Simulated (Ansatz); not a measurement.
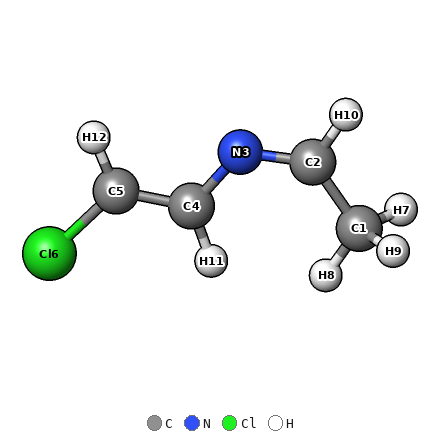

The system is C4H6ClN, SMILES CC=NC=CCl; the picture shows the reference structure. 
- The first coordinate is: angle C2–N3–C4; the second: change of the bonds N3–C2, N3–C4, all alike.
- Nothing is relaxed (all other coordinates rigid).
- The grid has 11 × 11 points. At 9 points there is no value.
- Points are written as (first, second).
- Energies: kJ/mol, counted from the relaxed molecule at the same level.
- Level of theory: RKS PBE-D4/def2-SVP in Ansatz 0.2.0.

Its coordinates:

```xyz
12

C     0.7139   -1.0877    1.4263
C     1.2846   -0.1355    0.4119
N     0.6902    0.5446   -0.5115
C    -0.6788    0.4812   -0.7094
C    -1.2246    1.2283   -1.7014
Cl   -2.9155    1.2360   -2.0471
H     1.1899   -2.0859    1.3165
H    -0.3823   -1.2162    1.3614
H     0.9652   -0.7415    2.4519
H     2.3860    0.0016    0.4688
H    -1.3460   -0.1544   -0.0912
H    -0.6056    1.8744   -2.3423
```

Range: angle C2–N3–C4 from 77.2 to 167.2°; change of the bonds N3–C2, N3–C4, all alike from −0.147 to 0.227 Å.

Q: Predict the map.

A: The lowest grid point is at (122.2°, 0.003 Å), 0.05 kJ/mol from the relaxed molecule at the same level. The highest grid point, (77.2°, 0.078 Å), lies 1061 kJ/mol above the lowest.

```tsv
second ↓, first →	77.2	86.2	95.2	104.2	113.2	122.2	131.2	140.2	149.2	158.2	167.2
0.227	886	410	229	170	161	175	200	232	267	300	327
0.190	919	410	205	135	121	131	155	185	218	249	274
0.153	959	418	187	105	84	92	113	141	172	201	225
0.115	1006	437	177	80	52	56	74	101	130	157	178
0.078	1061	467	177	65	29	28	43	67	94	119	139
0.040	–	513	191	60	14	8	20	41	65	89	108
0.003	–	573	219	68	12	0	8	27	49	70	87
−0.035	–	656	268	95	26	7	11	26	45	65	81
−0.072	–	–	339	142	60	32	31	43	60	77	92
−0.110	–	–	440	217	119	82	76	83	97	113	126
−0.147	–	–	572	321	206	160	147	150	161	174	185
```

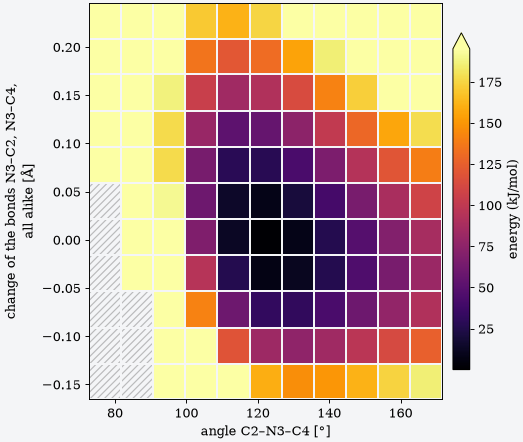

In the figure: one coloured cell a grid point, one colour for all values above the top of the scale, hatched blanks where no value was computed.

The whole map (112 points run) took 14 min on 1 thread of Arm Neoverse V1 (shared host).
